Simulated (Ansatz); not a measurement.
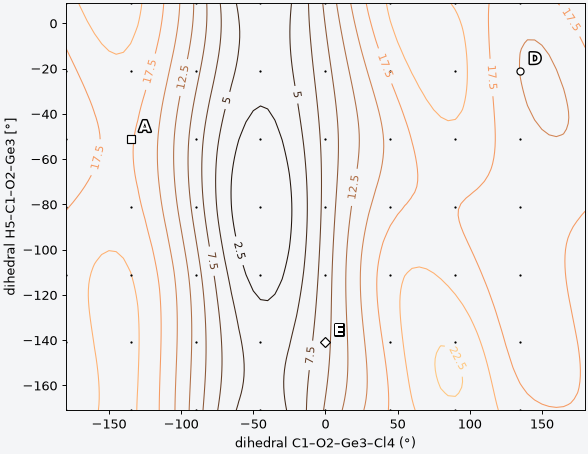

CH4ClGeO, SMILES C[O][GeH][Cl], spin multiplicity 2. 
- The first coordinate is: dihedral C1–O2–Ge3–Cl4; the second: dihedral H5–C1–O2–Ge3.
- Nothing is relaxed (all other coordinates rigid).
- The scan uses an 8 × 7 grid.
- Points are written as (first, second).
- Energies are in kJ/mol, from the relaxed molecule at the same level.
- All numbers below come from UKS PBE0-D4/def2-SVP in Ansatz.

Drawn: contour lines labelled in kJ/mol (none above 22.5), dots at the grid points, lettered points. Between grid points the surface is interpolated.

**Is D the lowest point of the computed grid?**

No. D lies 15.0 kJ/mol above the lowest grid point, which is at (−45°, −81°). It is a local minimum.

**Rank the lettered points by energy, lowest first.**

E (9.3 kJ/mol), D (15.0 kJ/mol), A (17.7 kJ/mol).
